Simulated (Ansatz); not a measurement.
**How fast states decay through Tl2InAgCl6**

Wanted: the relaxed cell of Tl2InAgCl6, its band edges and its decay constants. It is built by putting Tl for Rb in the Rb2InAgCl6 structure of space group Fm-3m, with the volume rescaled by atomic radii. The parent structure comes from the Materials Project.

Method: LDA DFT, plane waves, PAW files, in the first sound run; inputs show where later runs differ, in Ansatz 0.2.0.

The structure was built from a prototype and need not be the compound's stable phase.

## 1. Set-up

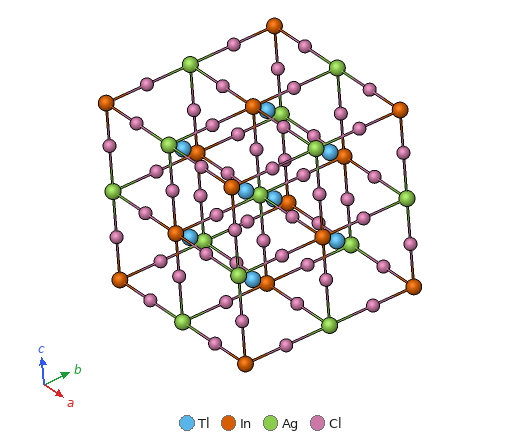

The cell as given, from a free direction (thallium blue, indium orange, silver green, chlorine pink). This picture shows the conventional cell, with its axes. Some periodic images of atoms are drawn too.

## 2. Cell and atoms at rest

The substituted atoms don't fit the parent's cell, so cell and atoms relax together. A small smearing keeps the run stable in case the gap closes on the way.

input.yaml reads:

```yaml
crystal:
  lattice:
    - [0.0, 4.8607861124, 4.8607861124]
    - [4.8607861124, 0.0, 4.8607861124]
    - [4.8607861124, 4.8607861124, 0.0]
  atoms:
    - { symbol: Tl, position: [0.75, 0.75, 0.75] }
    - { symbol: Tl, position: [0.25, 0.25, 0.25] }
    - { symbol: In, position: [0.0, 0.0, 0.0] }
    - { symbol: Ag, position: [0.5, 0.5, 0.5] }
    - { symbol: Cl, position: [0.757979, 0.242021, 0.242021] }
    - { symbol: Cl, position: [0.242021, 0.242021, 0.757979] }
    - { symbol: Cl, position: [0.242021, 0.757979, 0.757979] }
    - { symbol: Cl, position: [0.242021, 0.757979, 0.242021] }
    - { symbol: Cl, position: [0.757979, 0.242021, 0.757979] }
    - { symbol: Cl, position: [0.757979, 0.757979, 0.242021] }
kpoints:
  mp_grid: { grid: [4, 4, 4] }
scf:
  occupations: { method: gaussian, width: 0.03 }
hamiltonian:
  xc: lda
output:
  forces: true
  stress: true
relax:
  f_tol: 0.02
  max_steps: 60
  cell: {}
```

On the command line:

```
> ansatz run input.yaml --threads 2 --pin off --max-ram 4096MiB --backend cpu --events-out ev --progress --plain --runs-dir out
```

Numbers of over 12 decimals in the logs are rounded to 6 here.

The program printed:

```text
Engine: ansatz 0.2.0, x86_64-unknown-linux-gnu
Pseudopotentials: kind: paw
Pseudopotential: Tl, paw, valence charge 13, recommended cutoff 420 eV (normal), Tl.paw.azcp
Pseudopotential: In, paw, valence charge 13, recommended cutoff 420 eV (normal), In.paw.azcp
Pseudopotential: Ag, paw, valence charge 19, recommended cutoff 420 eV (normal), Ag.paw.azcp
Pseudopotential: Cl, paw, valence charge 7, recommended cutoff 420 eV (normal), Cl.paw.azcp
Functional definition: SPW92
  exchange = slater_x
  correlation = pw_c
Crystal: 10 atoms, lattice volume = 229.694 Å³
Basis set: ecut = 420 eV, 4477 PW (Γ)
Bands: 60, of which v1, the nominal top of the filled ones, is band 50 counted from 1 (49 counted from 0)
Symmetry: 48 space group operations
Space group: Fm-3m (ITA 225), of the structure as read, at distance tolerance 6.1e-5 Å
k-points: 8 of 64
Non-local potential: Tl, projectors of the file, l = 0: 2, l = 1: 2, l = 2: 2, l = 3: 1
Non-local potential: In, projectors of the file, l = 0: 2, l = 1: 2, l = 2: 2, l = 3: 2
Non-local potential: Ag, projectors of the file, l = 0: 3, l = 1: 2, l = 2: 2, l = 3: 1
Non-local potential: Cl, projectors of the file, l = 0: 2, l = 1: 2, l = 2: 2
PAW form: soft (Blöchl's): semilocal exchange-correlation on the pseudo side does not see the compensation charge
PAW frozen core: Tl, regenerated for the run's functional, and the local potential with it (the file was generated under x = pbe(κ = 0.804, μ = 0.219515), c = pbe(β = 0.066725))
PAW frozen core: In, regenerated for the run's functional, and the local potential with it (the file was generated under x = pbe(κ = 0.804, μ = 0.219515), c = pbe(β = 0.066725))
PAW frozen core: Ag, regenerated for the run's functional, and the local potential with it (the file was generated under x = pbe(κ = 0.804, μ = 0.219515), c = pbe(β = 0.066725))
PAW frozen core: Cl, regenerated for the run's functional, and the local potential with it (the file was generated under x = pbe(κ = 0.804, μ = 0.219515), c = pbe(β = 0.066725))
PAW one-centre angular grid: Tl, 590 points (default); XC on 64 Gauss nodes
PAW one-centre angular grid: In, 590 points (default); XC on 64 Gauss nodes
PAW one-centre angular grid: Ag, 590 points (default); XC on 64 Gauss nodes
PAW one-centre angular grid: Cl, 110 points (default); XC on 64 Gauss nodes
Initial density: superposition of atomic densities (neutral atoms: chi_scale 0, normalization atom), corrected by the library's trained network
Initial wavefunctions: pseudopotential atomic-orbital guess
Functional: x = slater, c = lda
SCF iter   1: F=—  HF=-41480.930621 eV  |F-HF|=—  |Δ(HF+E_count)|=         —  Δρ=7.92e-3  dr2=1.39e-1  ethr=1.77e-3  ⟨swp⟩=7.9  Hψ=1904  notcnv=0  defer=2
preconditioner: auto → Resta (q_TF=auto, 2.375 Å⁻¹)  ε∞=4.8  [insulator: Δε(μ)=0.925 eV  Ē_g=12.096 eV  σ=0.030 eV  W_gap=1.00  n_scr=58 (ndim 8)  ℏωp=23.5 eV  f_vac=0.016  D(μ)=0.00/eV (n_scr^D=0)  ε∞_Penn≈4.8]
SCF iter   2: F=—  HF=-41480.892741 eV  |F-HF|=—  |Δ(HF+E_count)|=   3.79e-2  Δρ=3.65e-3  dr2=2.54e-2  ethr=1.39e-4  ⟨swp⟩=2.4  Hψ=868  notcnv=0  defer=19
SCF iter   3: F=—  HF=-41480.884856 eV  |F-HF|=—  |Δ(HF+E_count)|=   7.88e-3  Δρ=1.11e-3  dr2=2.21e-3  ethr=2.54e-5  ⟨swp⟩=2.2  Hψ=779  notcnv=0  defer=19
SCF iter   4: F=—  HF=-41480.884406 eV  |F-HF|=—  |Δ(HF+E_count)|=   4.51e-4  Δρ=3.25e-4  dr2=1.97e-4  ethr=2.21e-6  ⟨swp⟩=2.0  Hψ=853  notcnv=0  defer=19
SCF iter   5: F=—  HF=-41480.884387 eV  |F-HF|=—  |Δ(HF+E_count)|=   1.89e-5  Δρ=6.16e-5  dr2=1.04e-5  ethr=1.97e-7  ⟨swp⟩=2.0  Hψ=598  notcnv=0  defer=19
SCF iter   6: F=—  HF=-41480.884232 eV  |F-HF|=—  |Δ(HF+E_count)|=   1.55e-4  Δρ=1.75e-5  dr2=8.93e-7  ethr=1.04e-8  ⟨swp⟩=2.0  Hψ=758  notcnv=0  defer=19
SCF iter   7: F=-41480.884231 eV  HF=-41480.884231 eV  |F-HF|=4.45e-8  |Δ(HF+E_count)|=   2.13e-7  Δρ=4.48e-6  dr2=9.52e-8  ethr=1.00e-10  ⟨swp⟩=4.5  Hψ=1684  notcnv=0
SCF 1 converged in 7 iterations: F = -41480.884231 eV  dr2 = 9.52e-8
  greatest PAW one-centre occupation: 1.002 electrons in one spin orbital (limit 2), on the Ag atom at site 3 (counted from 0), in its partial waves of l = 0
relax step   1: F+E_penalty+E_count = -41480.88423126 eV  Δ(F+E_penalty+E_count) = +0.000e0 eV  max|allowed force component| = 1.274e0 eV/Å  Δτ_max = 0.0000 Å  P = +6.714 GPa  Ω = 229.694 Å³  (7 SCF iters, dr2 threshold 1.00e-7 eV, accepted)
Crystal: 10 atoms, lattice volume = 249.776 Å³
Basis set: ecut = 420 eV, 4909 PW (Γ)
Initial density: handed on by an earlier stage of this run
Initial wavefunctions: those handed on with the density
iter 1 solved again at ethr=6.84e-5 eV; its pass at ethr=3.10e-3 eV (dr2=6.84e-2 eV) is discarded
SCF iter   1: F=—  HF=-41481.500746 eV  |F-HF|=—  |Δ(HF+E_count)|=         —  Δρ=4.54e-3  dr2=6.28e-2  ethr=6.84e-5  ⟨swp⟩=3.0  Hψ=2157  notcnv=0
preconditioner: auto → Resta (q_TF=auto, 2.342 Å⁻¹)  ε∞=4.7  [insulator: Δε(μ)=0.459 eV  Ē_g=11.727 eV  σ=0.030 eV  W_gap=1.00  n_scr=58 (ndim 8)  ℏωp=22.5 eV  f_vac=0.021  D(μ)=0.00/eV (n_scr^D=0)  ε∞_Penn≈4.7]
SCF iter   2: F=—  HF=-41481.483890 eV  |F-HF|=—  |Δ(HF+E_count)|=   1.69e-2  Δρ=2.30e-3  dr2=1.43e-2  ethr=6.28e-5  ⟨swp⟩=2.6  Hψ=694  notcnv=0
SCF iter   3: F=—  HF=-41481.478854 eV  |F-HF|=—  |Δ(HF+E_count)|=   5.04e-3  Δρ=8.48e-4  dr2=3.05e-3  ethr=1.43e-5  ⟨swp⟩=2.4  Hψ=840  notcnv=0
SCF iter   4: F=—  HF=-41481.477816 eV  |F-HF|=—  |Δ(HF+E_count)|=   1.04e-3  Δρ=2.55e-4  dr2=2.19e-4  ethr=3.05e-6  ⟨swp⟩=2.0  Hψ=663  notcnv=0
SCF iter   5: F=—  HF=-41481.477571 eV  |F-HF|=—  |Δ(HF+E_count)|=   2.46e-4  Δρ=6.60e-5  dr2=1.19e-5  ethr=2.19e-7  ⟨swp⟩=2.1  Hψ=701  notcnv=0
SCF iter   6: F=-41481.477571 eV  HF=-41481.477571 eV  |F-HF|=7.80e-9  |Δ(HF+E_count)|=   1.95e-7  Δρ=1.47e-5  dr2=5.27e-7  ethr=1.00e-9  ⟨swp⟩=3.2  Hψ=2066  notcnv=0
SCF 2 converged in 6 iterations: F = -41481.477571 eV  dr2 = 5.27e-7
relax step   2: F+E_penalty+E_count = -41481.47757069 eV  Δ(F+E_penalty+E_count) = -5.933e-1 eV  max|allowed force component| = 8.144e-2 eV/Å  Δτ_max = 0.0555 Å  P = +0.548 GPa  Ω = 249.776 Å³  energy of the carried Pulay correction = -2.924e-3 eV  (6 SCF iters, dr2 threshold 1.00e-6 eV, accepted)
Crystal: 10 atoms, lattice volume = 252.786 Å³
Basis set: ecut = 420 eV, 4957 PW (Γ)
iter 1 solved again at ethr=2.08e-6 eV; its pass at ethr=3.10e-3 eV (dr2=2.08e-3 eV) is discarded
SCF iter   1: F=—  HF=-41481.485577 eV  |F-HF|=—  |Δ(HF+E_count)|=         —  Δρ=6.01e-4  dr2=2.08e-3  ethr=2.08e-6  ⟨swp⟩=2.2  Hψ=2001  notcnv=0
preconditioner: auto → Resta (q_TF=auto, 2.338 Å⁻¹)  ε∞=4.7  [insulator: Δε(μ)=0.596 eV  Ē_g=11.718 eV  σ=0.030 eV  W_gap=1.00  n_scr=58 (ndim 8)  ℏωp=22.4 eV  f_vac=0.019  D(μ)=0.00/eV (n_scr^D=0)  ε∞_Penn≈4.7]
SCF iter   2: F=—  HF=-41481.485060 eV  |F-HF|=—  |Δ(HF+E_count)|=   5.18e-4  Δρ=2.89e-4  dr2=3.38e-4  ethr=2.08e-6  ⟨swp⟩=2.1  Hψ=618  notcnv=0
SCF iter   3: F=—  HF=-41481.484756 eV  |F-HF|=—  |Δ(HF+E_count)|=   3.04e-4  Δρ=1.18e-4  dr2=7.16e-5  ethr=3.38e-7  ⟨swp⟩=2.2  Hψ=718  notcnv=0
SCF iter   4: F=—  HF=-41481.484727 eV  |F-HF|=—  |Δ(HF+E_count)|=   2.87e-5  Δρ=4.27e-5  dr2=8.76e-6  ethr=7.16e-8  ⟨swp⟩=2.0  Hψ=664  notcnv=0
SCF iter   5: F=-41481.484724 eV  HF=-41481.484724 eV  |F-HF|=1.80e-7  |Δ(HF+E_count)|=   3.01e-6  Δρ=1.36e-5  dr2=4.63e-7  ethr=7.50e-10  ⟨swp⟩=3.0  Hψ=1891  notcnv=0
SCF 3 converged in 5 iterations: F = -41481.484724 eV  dr2 = 4.63e-7
relax step   3: F+E_penalty+E_count = -41481.48472391 eV  Δ(F+E_penalty+E_count) = -7.153e-3 eV  max|allowed force component| = 8.646e-4 eV/Å  Δτ_max = 0.0081 Å  P = +0.055 GPa  Ω = 252.786 Å³  energy of the carried Pulay correction = -3.341e-3 eV  (5 SCF iters, dr2 threshold 7.50e-7 eV, accepted)
[...]
relax step   4: F+E_penalty+E_count = -41481.48473657 eV  Δ(F+E_penalty+E_count) = -1.266e-5 eV  max|allowed force component| = 1.266e-3 eV/Å  Δτ_max = 0.0003 Å  P = +0.005 GPa  Ω = 253.070 Å³  energy of the carried Pulay correction = -3.380e-3 eV  (5 SCF iters, dr2 threshold 7.61e-9 eV, accepted)
Initial wavefunctions: pseudopotential atomic-orbital guess (no wavefunctions were taken with the density)
iter 1 solved again at ethr=1.41e-7 eV; its pass at ethr=3.10e-3 eV (dr2=1.41e-4 eV) is discarded
SCF iter   1: F=—  HF=-41481.487768 eV  |F-HF|=—  |Δ(HF+E_count)|=         —  Δρ=1.23e-4  dr2=4.45e-6  ethr=1.41e-7  ⟨swp⟩=3.2  Hψ=3167  notcnv=0
preconditioner: auto → Resta (q_TF=auto, 2.337 Å⁻¹)  ε∞=4.7  [insulator: Δε(μ)=0.581 eV  Ē_g=11.714 eV  σ=0.030 eV  W_gap=1.00  n_scr=58 (ndim 8)  ℏωp=22.4 eV  f_vac=0.019  D(μ)=0.00/eV (n_scr^D=0)  ε∞_Penn≈4.7]
SCF iter   2: F=—  HF=-41481.487612 eV  |F-HF|=—  |Δ(HF+E_count)|=   1.57e-4  Δρ=6.07e-5  dr2=9.40e-7  ethr=4.45e-9  ⟨swp⟩=2.2  Hψ=800  notcnv=0
SCF iter   3: F=—  HF=-41481.487615 eV  |F-HF|=—  |Δ(HF+E_count)|=   3.84e-6  Δρ=1.21e-5  dr2=7.19e-8  ethr=9.40e-10  ⟨swp⟩=2.0  Hψ=707  notcnv=0
SCF iter   4: F=—  HF=-41481.487616 eV  |F-HF|=—  |Δ(HF+E_count)|=   1.10e-7  Δρ=2.41e-6  dr2=9.42e-9  ethr=7.19e-11  ⟨swp⟩=2.0  Hψ=880  notcnv=0
SCF iter   5: F=—  HF=-41481.487616 eV  |F-HF|=—  |Δ(HF+E_count)|=   1.84e-9  Δρ=3.71e-7  dr2=1.79e-10  ethr=9.42e-12  ⟨swp⟩=2.0  Hψ=880  notcnv=0
SCF iter   6: F=-41481.487616 eV  HF=-41481.487616 eV  |F-HF|=7.28e-12  |Δ(HF+E_count)|=  1.31e-10  Δρ=9.97e-8  dr2=1.79e-11  ethr=1.00e-12  ⟨swp⟩=4.0  Hψ=1510  notcnv=0
SCF 5 converged in 6 iterations: F = -41481.487616 eV  dr2 = 1.79e-11
relax step   5: F+E_penalty+E_count = -41481.48761560 eV  Δ(F+E_penalty+E_count) = -2.879e-3 eV  max|allowed force component| = 5.535e-4 eV/Å  Δτ_max = 0.0000 Å  P = +0.000 GPa  Ω = 253.070 Å³  stress off target by 1.24e-4 GPa  SCF on the basis re-selected at this cell (its energy is not comparable with the rows above)  (6 SCF iters)
basis re-selected at this cell: Δ(F+E_penalty+E_count) = -2.879e-3 eV, ΔP = -0.005 GPa vs the last step (what re-selecting the basis moved, of the pressure what is left beyond the Pulay correction that the steps carried, after the strain that the cell walked since its last selection, with what the two solves' SCF thresholds leave and, on support functions, any second-order correction that the steps lacked; it is no m [...]
SCF converged after 6 iterations
Free energy (F): -41481.487616 eV
Harris-Foulkes:  -41481.487616 eV  (|F-HF|=7.28e-12)
Internal energy: -41481.487616 eV  (E = F + TS)
E sigma→0 (E₀):  -41481.487616 eV
Fermi energy:    5.743879 eV
--- Per-component energies (eV) ---
  E_band       = -627.677914
  E_kinetic    = 2402.854325
  E_local      = -8595.001550  (includes V_loc(G=0)·N_el)
  E_nonlocal   = 1289.118651
  E_hartree    = 3439.833658
  E_xc         = -1487.142670
  E_vxc        = -1345.916950  (∫ρ·V_xc dr)
  E_paw        = -31275.665907  (= ΣΔE_a)
  E_vpaw       = -1258.400530  (= ΣTr[D̂ρ^β])
  E_aug_tail   = 0.000949  (compensation charges beyond the density's cutoff)
  E_ewald      = -7257.354243
  E_core_change = 1.869173  (= ΣΔE_core)
  E_smearing   = -0.000000  (= −TS)
  E_closure    = -0.000000  (closes the sum)
  Σ components = -41481.487616   (vs F -41481.487616, Δ=0.00e0)
--- Forces (eV/Å), atoms counted from 1 ---
  atom   1  Tl    -0.00000000    -0.00000000     0.00000000
  atom   2  Tl     0.00000000     0.00000000    -0.00000000
  atom   3  In     0.00000000    -0.00000000    -0.00000000
  atom   4  Ag     0.00000000    -0.00000000    -0.00000000
  atom   5  Cl     0.00055347     0.00000000     0.00000000
  atom   6  Cl     0.00000000    -0.00000000     0.00055347
  atom   7  Cl    -0.00055347     0.00000000    -0.00000000
  atom   8  Cl     0.00000000     0.00055347     0.00000000
  atom   9  Cl    -0.00000000    -0.00055347    -0.00000000
  atom  10  Cl    -0.00000000    -0.00000000    -0.00055347
  max |Σ_I F_I| component: 5.57e-18 eV/Å
--- Stress (GPa, compression-positive) ---
        0.000124      -0.000000      -0.000000
       -0.000000       0.000124      -0.000000
       -0.000000       0.000000       0.000124
  P = ⅓ Tr σ = 0.0001 GPa (0.001 kbar)
--- Relaxed structure (4 steps of the walk, 4 accepted, 1 SCFs on fresh bases) ---
  F+E_penalty+E_count = -41481.48761560 eV   max|allowed force component| = 5.535e-4 eV/Å   (the final SCF, on the basis selected at the relaxed cell)
  cell:  # Å, volume = 253.0703 Å³
    - [0, 5.020386, 5.020386]
    - [5.020386, 0, 5.020386]
    - [5.020386, 5.020386, 0]
  atoms:
    - { symbol: Tl, position: [0.750000, 0.750000, 0.750000] }
    - { symbol: Tl, position: [0.25, 0.25, 0.25] }
    - { symbol: In, position: [1.0572607349398197e-18, -1.9628469340654723e-19, -6.970337123812103e-19] }
    - { symbol: Ag, position: [0.5, 0.5, 0.5] }
    - { symbol: Cl, position: [0.753130, 0.246870, 0.246870] }
    - { symbol: Cl, position: [0.246870, 0.246870, 0.753130] }
    - { symbol: Cl, position: [0.246870, 0.753130, 0.753130] }
    - { symbol: Cl, position: [0.246870, 0.753130, 0.246870] }
    - { symbol: Cl, position: [0.753130, 0.246870, 0.753130] }
    - { symbol: Cl, position: [0.753130, 0.753130, 0.246870] }
```

Run time: 18 s. Hardware: 2 threads of Intel Xeon Platinum 8488C (Sapphire Rapids), shared host; peak memory 0.66 GiB.

Relaxation path:

```tsv
step	energy less that of the first step (eV)	largest force component (eV/Å)	pressure (GPa)	volume (Å³)
1	0.0000	1.2741	6.71	229.69
2	-0.5933	0.0814	0.55	249.78
3	-0.6005	0.0009	0.06	252.79
4	-0.6005	0.0013	0.01	253.07
5*	-0.6034	0.0006	0.00	253.07
```

Relaxation steps marked * repeat the geometry before them on a plane-wave basis chosen anew for their cell, so energy and pressure can jump there.

The run keeps the 48 symmetry operations that it works with, so distortions that break them were not tested.

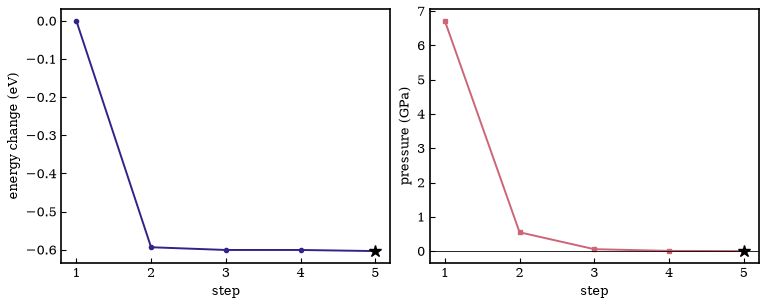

Energy and pressure along the relaxation. Stars mark steps on a basis chosen anew.

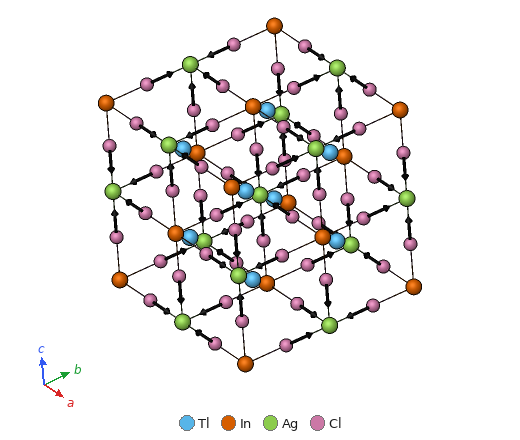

Displacements in the relaxation, exaggerated, measured against the changing cell; the longest in the cell stands for 0.05 Å. Some periodic images of atoms are drawn too.

```tsv
conventional cell, symmetrised	before	after	change
a (Å)	9.722	10.041	+3.3 %
b (Å)	9.722	10.041	+3.3 %
c (Å)	9.722	10.041	+3.3 %
volume (Å³/atom)	22.97	25.31	+10.2 %
```

The atoms that moved most (Å, as changes of fractional coordinates times the final cell):

```tsv
atom	dx	dy	dz	length
Cl5	0.049	0.000	0.000	0.049
Cl8	0.000	0.049	0.000	0.049
Cl6	0.000	0.000	0.049	0.049
Cl7	-0.049	0.000	0.000	0.049
Cl9	0.000	-0.049	0.000	0.049
Cl10	0.000	0.000	-0.049	0.049
```

This step gave:

```
free energy  : -41481.4876 eV
Fermi energy : 5.744 eV
pressure     : 1.24e-4 GPa
```

The largest force component on a free atom ends at 5.5e-4 eV/Å.

## 3. Band edges

The energy window and the wavevectors of the next steps follow from the band edges, so these are searched first, off the mesh as well.

input.yaml reads:

```yaml
crystal:
  lattice:
    - [0.0, 5.0203856187, 5.0203856187]
    - [5.0203856187, 0.0, 5.0203856187]
    - [5.0203856187, 5.0203856187, 0.0]
  atoms:
    - { symbol: Tl, position: [0.75, 0.75, 0.75] }
    - { symbol: Tl, position: [0.25, 0.25, 0.25] }
    - { symbol: In, position: [0.0, 0.0, 0.0] }
    - { symbol: Ag, position: [0.5, 0.5, 0.5] }
    - { symbol: Cl, position: [0.7531303977, 0.2468696023, 0.2468696023] }
    - { symbol: Cl, position: [0.2468696023, 0.2468696023, 0.7531303977] }
    - { symbol: Cl, position: [0.2468696023, 0.7531303977, 0.7531303977] }
    - { symbol: Cl, position: [0.2468696023, 0.7531303977, 0.2468696023] }
    - { symbol: Cl, position: [0.7531303977, 0.2468696023, 0.7531303977] }
    - { symbol: Cl, position: [0.7531303977, 0.7531303977, 0.2468696023] }
kpoints:
  mp_grid: { grid: [4, 4, 4] }
  band_path: { path: [VBM, CBM], npoints: 30 }
scf:
  occupations: { method: fixed }
hamiltonian:
  xc: lda
output:
  eigenvalues: true
  write_potential: true
  write_density: true
  volumetric_format: npy
```

The program printed:

```text
[...]
Crystal: 10 atoms, lattice volume = 253.070 Å³
Basis set: ecut = 420 eV, 4957 PW (Γ)
Bands: 60, of which v1, the nominal top of the filled ones, is band 50 counted from 1 (49 counted from 0)
Symmetry: 48 space group operations
[...]
k-points: 8 of 64
[...]
SCF iter   1: F=—  HF=-41481.539002 eV  |F-HF|=—  |Δ(HF+E_count)|=         —  Δρ=7.61e-3  dr2=1.55e-1  ethr=1.77e-3  ⟨swp⟩=5.0  Hψ=1535  notcnv=0  defer=59
[...]
SCF iter   8: F=-41481.487616 eV  HF=-41481.487616 eV  |F-HF|=2.98e-10  |Δ(HF+E_count)|=   2.47e-8  Δρ=1.39e-6  dr2=4.21e-9  ethr=1.00e-10  ⟨swp⟩=11.5  Hψ=1717  notcnv=0
SCF 1 converged in 8 iterations: F = -41481.487616 eV  dr2 = 4.21e-9
[...]
NSCF: frozen V_eff on 16 k-points
[...]
SCF converged after 8 iterations
Free energy (F): -41481.487616 eV
[...]
Internal energy: -41481.487616 eV  (E = F + TS)
E sigma→0 (E₀):  -41481.487616 eV
Fermi energy:    5.452368 eV
[...]
--- Band table (eV; the first three rows and the last of 8) ---
  k-point 0: bands = [... 46 lower, 4.0324, 4.0324, 5.4524, 5.4524, 6.0338, 10.3036, 10.3036, 10.3036, ... 6 higher]
  k-point 1: bands = [... 46 lower, 3.8167, 3.9086, 5.0502, 5.0502, 6.8688, 9.2832, 9.3681, 10.0523, ... 6 higher]
  k-point 2: bands = [... 46 lower, 3.7146, 3.9521, 4.6842, 4.6842, 7.9016, 8.4493, 8.4940, 9.3732, ... 6 higher]
  k-point 7: bands = [... 46 lower, 4.0087, 4.0087, 4.2433, 4.8739, 8.5185, 8.6329, 9.0285, 9.2474, ... 6 higher]
```

Run time: 22 s. Hardware: 2 threads; peak memory 0.66 GiB.

In the SCF lines HF is the Harris–Foulkes energy and dr2 the Hartree energy of the density residual, in eV; the loop may stop once dr2 is under the threshold and the program's other checks hold. Hψ counts applications of the Hamiltonian.

This step gave:

```yaml
fermi_energy: 5.452 eV
gap_on_the_k_mesh: 0.5815 eV
gap_on_path: 0.5815 eV, by band count; negative where bands overlap
direct_gap_on_path: 0.5815 eV
edge_places_on_path: 0, 0 1/A along the path
```

Levels at VBM (eV): -7.17, -4.71, -4.71, -4.71, -4.45, -4.35, -4.23, -4.23, -4.23, -4.14, -4.14, -2.21, -2.21, -2.21, -2.18, -2.18, -2.18, -2.12, -2.12, -2.12, -1.42, -1.42, -1.42, 0.00, 0.00, 0.58, 4.85, 4.85, 4.85, 4.96, 4.96, 4.96, 5.24, 5.24, 5.24.

The searched edges give 0.581 eV, as on the mesh.

[end of part 1 of 2]

[Logs are printed without paths, hosts, clocks, repeated set-up lines and the standing remarks that a program may print on its own settings, such as how far it seeks lower states.]

[Hosts, paths, dates, database ids (printed as entryN), source tags and the programs' standing remarks are cut or masked in the printed files.]
